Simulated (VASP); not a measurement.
Band structure of AgCl (rock salt). All values below come from LDA (Ceperley-Alder, Perdew-Zunger), VASP's LDA PAW potentials (set 64) (plane waves; VASP).

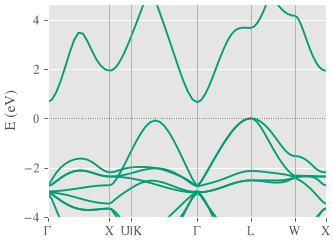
Fig. 1. Bands along high-symmetry lines, zero at the valence-band maximum or, without a gap, the Fermi level

Question: Read the plot: is there a gap, and where are the band edges?

Answer: The gap is indirect, 0.65 eV, from the valence maximum at L to the conduction minimum at Γ. (Edges off the drawn lines would not show.)

The compound is AgCl in the rock salt structure. It was relaxed first, which changed the volume by -10 %.
